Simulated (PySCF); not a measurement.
# C3H6O2 (methoxyacetaldehyde): the cost of one run

Programs: PySCF 2.14.0, with routines of our own; each step states its level. All values are computed. Atoms count from 0.

## 1. The system as given

11 atoms, charge 0, multiplicity 1; geometry from: GFN2-xTB.

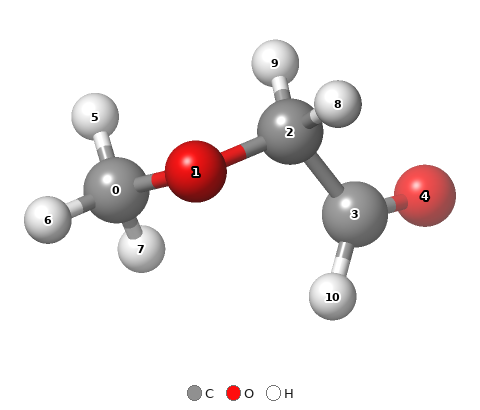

The starting geometry (carbon grey, oxygen red, hydrogen white).

## 2. Geometry optimisation at PBE0-D3(BJ)/def2-TZVP

Job settings and geometry (Å):

```
{"job": {"xc": "PBE0", "basis": "def2-TZVP", "d3": "d3bj", "grid": 2, "kind": "geom"}, "charge": 0, "multiplicity": 1}
C     -1.484802     0.374557     0.057073
O     -0.621157    -0.173636     1.026240
C      0.733707     0.097689     0.781338
C      1.318505    -0.727568    -0.341415
O      2.339752    -0.481329    -0.915484
H     -1.391822     1.466844     0.022520
H     -2.494047     0.105977     0.361057
H     -1.284562    -0.027659    -0.942266
H      1.270946    -0.175922     1.697444
H      0.906059     1.167810     0.590985
H      0.712847    -1.624091    -0.578524
```

Started as:

```console
> OMP_NUM_THREADS=1 python excited_run.py task.json out
```

This one command runs all jobs of the session in turn.

Q: Estimate the wall time and peak memory of this first job on 1 thread of Arm Neoverse V1, shared host.

About 81 s, with a peak of 0.79 GiB.
